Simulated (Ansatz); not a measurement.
# Tunnelling across a broken Pt chain: predicting one gap

How it was computed: Ansatz 0.2.0, plane waves with PAW datasets at the program's default cutoffs, Fermi-Dirac smearing of 0.05 eV, chains in boxes 7.5 Å wide or more, moments seeded when the perfect chain is relaxed. PBE, no spin-orbit coupling; one bond is opened by s Å beyond its relaxed length, the other atoms of a straight cell of 12 kept, without spin, and the conductance taken at 300 K.

| run | G (G₀) | largest error term (%) | s | ln G |
| --- | --- | --- | --- | --- |
| +1.2 Å | 1.082 | 1 | 1.2 | 0.07895 |
| +1.8 Å | 0.3559 | 2 | 1.8 | −1.033 |
| +2.5 Å | 0.0813 | 3 | 2.5 | −2.51 |
| +4.2 Å | 0.001622 | 6 | 4.2 | −6.424 |

One run is withheld: run = +3.3 Å, with s = 3.3. Fit a straight line ln G = a + b × s to the 4 rows shown and predict it.

**Fit.** The means are 2.425 for s and −2.472 for ln G. The sum of products of deviations is −11.04 and the sum of squares in s is 5.048, so b = −11.04 / 5.048 = −2.188 and a = −2.472 − (−2.188) × 2.425 = 2.833. The residuals' standard deviation, with 2 degrees of freedom, is σ = 0.15.

**Prediction.** ln G = 2.833 + (−2.188) × 3.3 = −4.386, that is 0.0124 G₀. The run gave 0.0133 G₀ (ln G = −4.317), so the prediction less the run is −0.069. The standard error of a prediction there, σ√(1 + 1/4 + (3.3 − 2.425)²/5.048), is 0.17, and the miss is 0.4 times that, for a point between the fitted rows. With so few rows σ is itself uncertain.

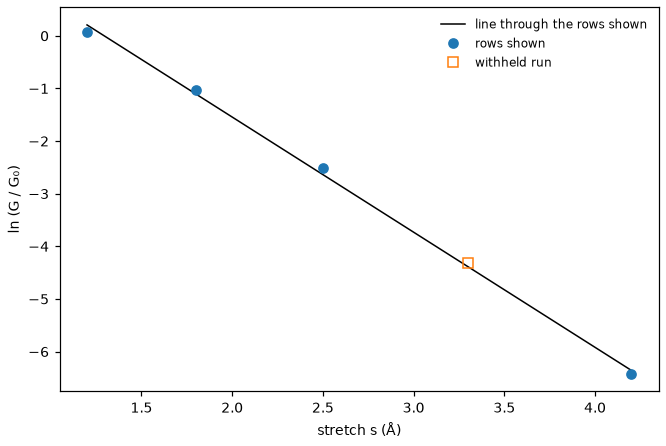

The fitted line, the rows shown and the withheld run.

Caveats: Between neighbouring runs the slope of ln G lies between −2.34 and −1.85 per Å, so one exponential is an approximation; it is flattest at the narrowest gap, nearest to contact. Error terms (up to 6 %, withheld run included) bound how much a small miss can mean. Broken ends may want a moment where none was allowed. No image potential, spin-orbit coupling or relaxation; a bent or dimerised chain may be lower in energy. Series of this kind are told only where this holds: one magnetic state in all runs, error terms under 60 %, and the runs' own leads conduct as the perfect chain does. 36 of 42 did.
